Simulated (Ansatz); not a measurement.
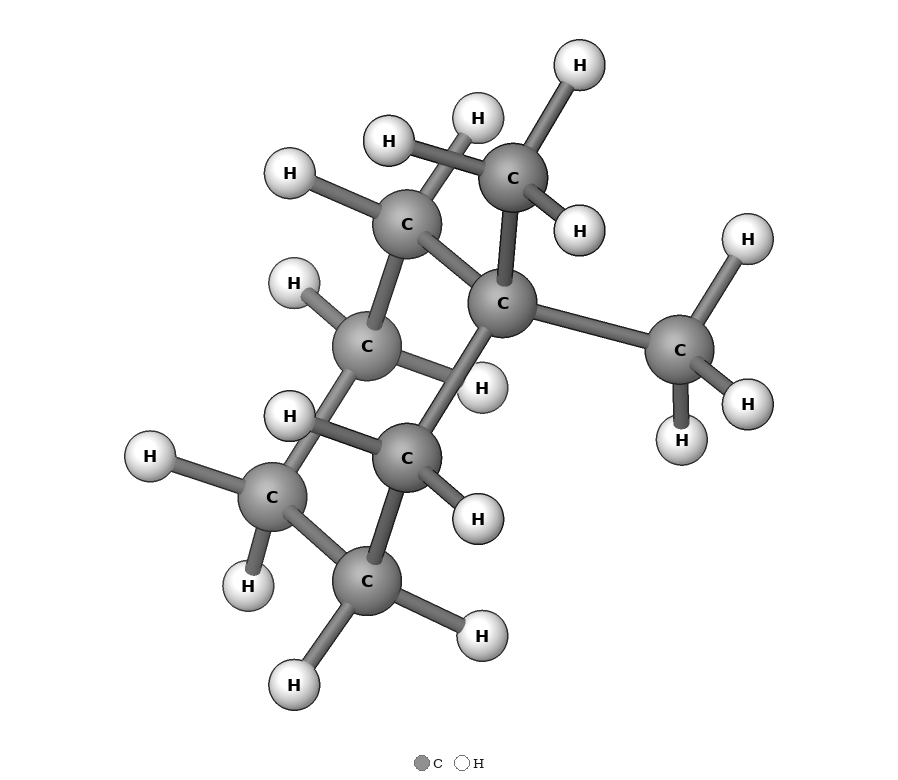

The geometry was computed by an optimisation with PBE0-D4/def2-TZVP. No frequency run is at hand to confirm it as a minimum. Program: Ansatz 0.2.0.

Tabulate HOMO energy (eV), HOMO–LUMO gap (eV), dipole (D) at these levels: B3LYP-D4/def2-TZVPP; PBE-D4/def2-TZVPP; r2SCAN-D4/def2-TZVPP; ωB97M-V/def2-TZVPP.

| level | HOMO energy (eV) | HOMO–LUMO gap (eV) | dipole (D) |
| --- | --- | --- | --- |
| B3LYP-D4/def2-TZVPP | −7.94 | 8.68 | 0.14 |
| PBE-D4/def2-TZVPP | −6.82 | 7.09 | 0.14 |
| r2SCAN-D4/def2-TZVPP | −7.06 | 8.00 | 0.14 |
| ωB97M-V/def2-TZVPP | −10.38 | 12.85 | 0.13 |
